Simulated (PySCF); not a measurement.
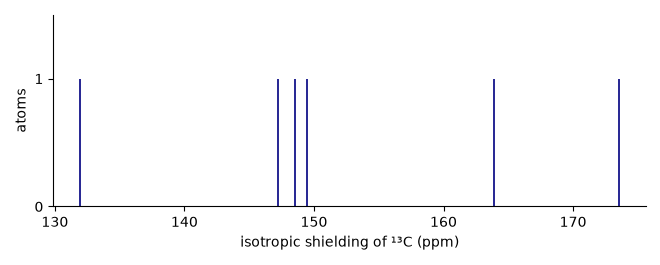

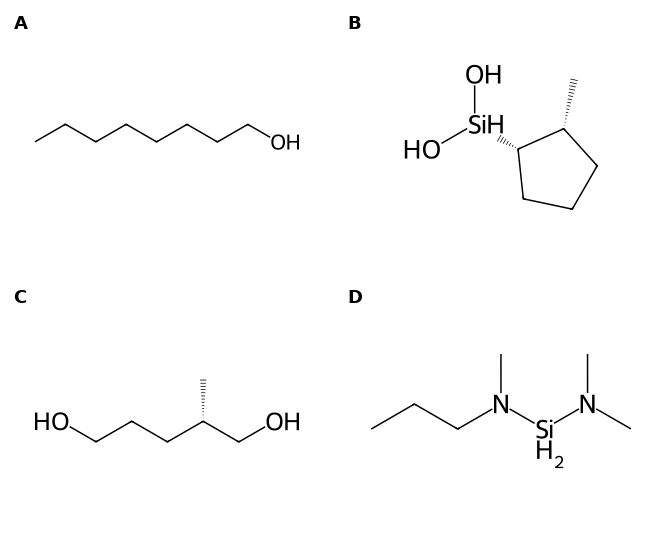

The sticks are computed shieldings of one of the molecules, for one fixed geometry (GFN2-xTB) without averaging over rotations. Low shielding means a high chemical shift. Method: GIAO PBE0/pcSseg-1 NMR shielding, non-relativistic, gas phase (PySCF 2.14.0).

Which molecule gives this pattern?

Answer. D, `CCCN(C)[SiH2]N(C)C`. Its 6 C atoms give lines at 131.9, 147.3, 148.5, 149.5, 163.9, 173.5 ppm.

The geometry is semi-empirical. Around Si such bond lengths and angles can be off by a tenth of an ångström or more and by several degrees, and values that hang on the shape move with them.
